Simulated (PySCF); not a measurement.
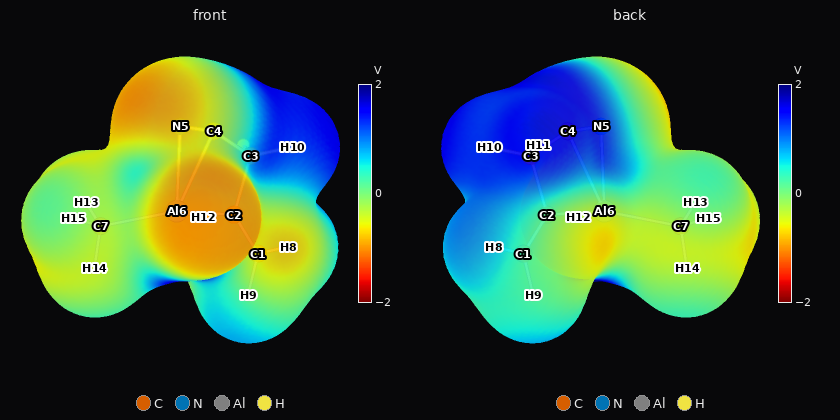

C5H8AlN. The molecular electrostatic potential painted on the density surface at 0.002 e/bohr³, seen from the front and from behind; the colour scale runs from red (negative) to blue (positive).

Geometry: GFN2-xTB.

Computed with PySCF 2.14.0, PBE0/pcSseg-1, SCF density, gas phase, non-relativistic.

```xyz
15

C    -1.3046   -1.5527    0.0056
C    -1.0347   -0.5110   -0.7759
C     0.2274   -0.6130   -1.6782
C     0.0294    0.6264   -2.3359
N    -0.4437    1.6409   -2.6300
Al   -1.9157    1.3306   -1.1443
C    -3.5928    1.3919   -2.2047
H    -0.6970   -2.4502    0.0497
H    -2.1667   -1.5387    0.6520
H     1.1542   -0.6369   -1.1025
H     0.1980   -1.4641   -2.3607
H    -1.4340    2.3912   -0.1302
H    -3.5217    0.8550   -3.1578
H    -4.4325    0.9432   -1.6636
H    -3.9011    2.4137   -2.4479
```

Question: Describe the electrostatic potential map.

Answer: The most negative region (about −1.0 V) lies over N5 and H12, the most positive (about +1.7 V) over Al6.
